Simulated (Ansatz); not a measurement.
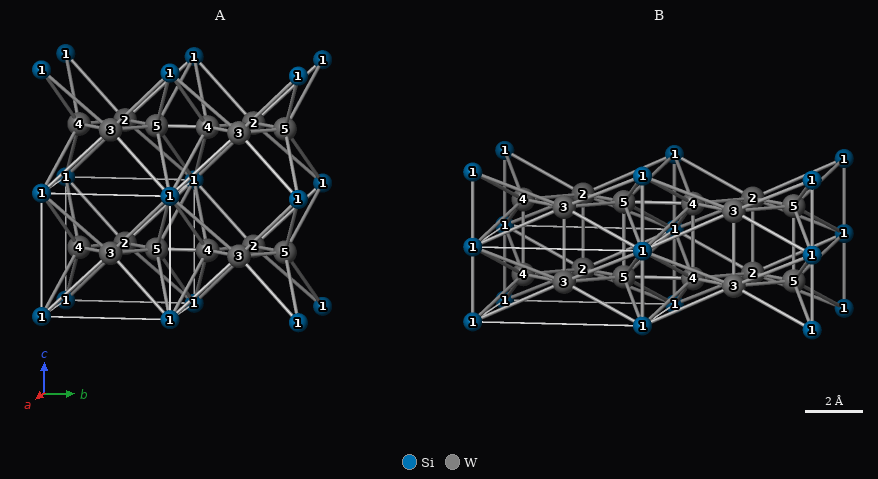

Two geometries of crystalline SiW₄ (a generated structure, set up in P4/mmm) (coarse preliminary run), drawn at one scale. One is the start of a relaxation, the other its converged end. A ball-and-stick model of the cell of the calculation, repeated 1 × 2 × 2 with one cell outlined, seen slightly off an axis.

The calculation used Ansatz 0.2.0, DFT PBE, scalar-relativistic, plane waves, PAW. Set-up: plane-wave cutoff 420 eV; k-point mesh 4 × 4 × 4; occupations gaussian; smearing width 0.1 eV; no spin polarisation; cell and atoms relaxed; force threshold 0.04 eV/Å; at most 70 steps.

Q: Which geometry has the lower energy?

A: Structure B is the relaxed one. The largest moves relative to the cell, 0.031 Å, are those of W2, W3, W4 and W5. W3 goes along −a. Si stays in place. The drawn cell changes as follows: a = b 4.612 → 6.094 Å (+32.1 %), c 4.387 → 2.663 Å (−39.3 %); the volume changes by +6.0 %. Some distances before and after: W2–W2 4.387 → 2.663 Å, Si1–Si1 4.387 → 2.663 Å, W2–W3 2.780 → 3.612 Å, W2–W3 (another image) 1.831 → 2.482 Å. The space group stays P4/mmm (No. 123). Over 15 accepted moves (17 points after the start) the energy falls by 6495 meV per atom. Largest force component: 0.047 eV/Å at the start, 0.025 eV/Å at the end. Pressure: 148.04 GPa at the start and 0.15 GPa at the end. The SCF was repeated twice at an unchanged geometry on a basis and grid sized afresh for the cell, which shifted the energy by 117 meV per atom at most.
